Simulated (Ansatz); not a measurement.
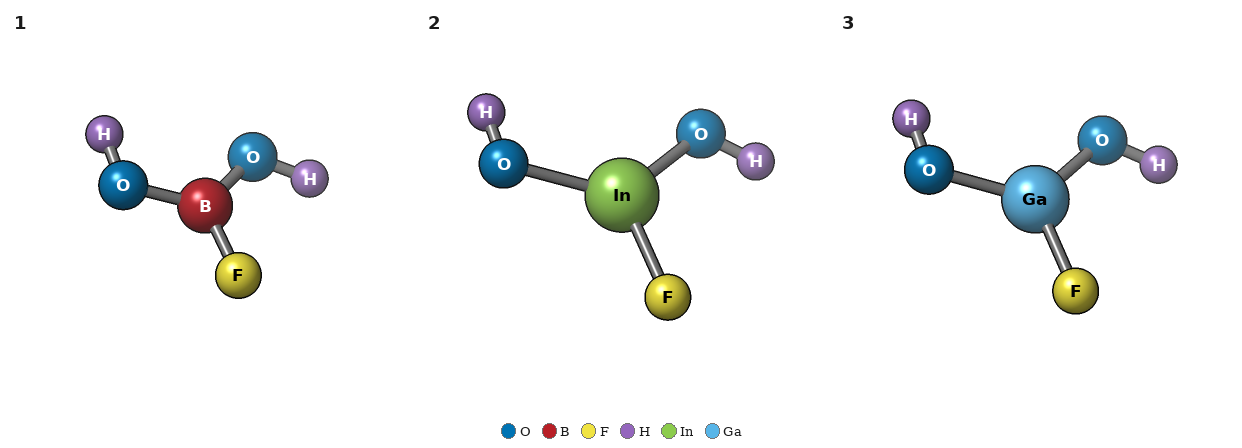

3 molecules with one skeleton, seen from the same side and at one scale. Each species is neutral and a spin singlet. Computed geometries: PBE0-D4/def2-TZVP optimisations, one conformation each. Properties computed with Ansatz 0.2.0. Elements past Kr carry core potentials.

One atom differs, called X below: B in panel 1, In in panel 2, Ga in panel 3. Their formulas are BFH2O2 (`OB(O)F`), FH2InO2 (`[OH][In]([OH])[F]`), FGaH2O2 (`[OH][Ga]([OH])[F]`).

### Rank them by the dipole moment, lowest first (B3LYP-D4/def2-TZVPP).

1 (B), 3 (Ga), 2 (In).

### Rank them by the angle O–X–O, lowest first (PBE0-D4/def2-TZVP).

1 (B), 3 (Ga), 2 (In).

Give the values. With PBE0-D4/def2-TZVP: length of X–F (Å), mean length of X–O (Å), angle O–X–O (°). With B3LYP-D4/def2-TZVPP: dipole moment (D), HOMO energy (Kohn–Sham orbital) (eV), HOMO–LUMO gap (eV).

```json
{"quantity": "length of X–F (Å)", "1 (B)": "1.333", "2 (In)": "1.940", "3 (Ga)": "1.743"}
{"quantity": "mean length of X–O (Å)", "1 (B)": "1.356", "2 (In)": "1.962", "3 (Ga)": "1.766"}
{"quantity": "angle O–X–O (°)", "1 (B)": "121.6", "2 (In)": "126.7", "3 (Ga)": "123.2"}
{"quantity": "dipole moment (D)", "1 (B)": "1.88", "2 (In)": "2.10", "3 (Ga)": "1.93"}
{"quantity": "HOMO energy (Kohn–Sham orbital) (eV)", "1 (B)": "−9.46", "2 (In)": "−8.81", "3 (Ga)": "−9.07"}
{"quantity": "HOMO–LUMO gap (eV)", "1 (B)": "9.49", "2 (In)": "6.09", "3 (Ga)": "7.37"}
```
